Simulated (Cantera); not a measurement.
Input: 1 mol trisilylamine, 1.9 mol NH₃, at 0.220 bar.

Method: chemical equilibrium by Gibbs-energy minimisation in Cantera with the NASA 1993 tables (ideal gas, pure condensed phases). Candidate condensed phases: Si, Si₃N₄; 18 gas species. The feed counts by its element totals alone. Mutual solubility and eutectic melting of coexisting phases are not modelled. Gases not in the tables: Si₂H₆ and higher silanes. Rates play no part.

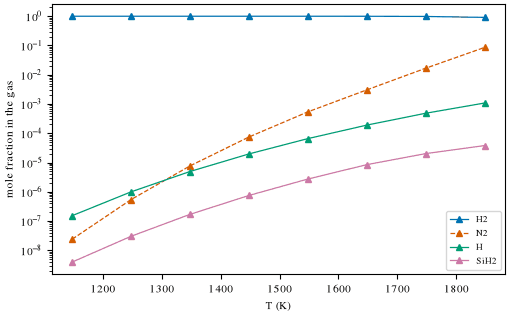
*Equilibrium gas composition (values under 1e-9 drawn at 1e-9)*

From 1148 K to 1648 K the condensed part is Si(s) + Si₃N₄(s). From 1748 K to 1848 K the condensed part is Si(l) + Si₃N₄(s). The main Si-bearing gas is SiH₄ at 1148 K and SiH₂ at 1848 K.
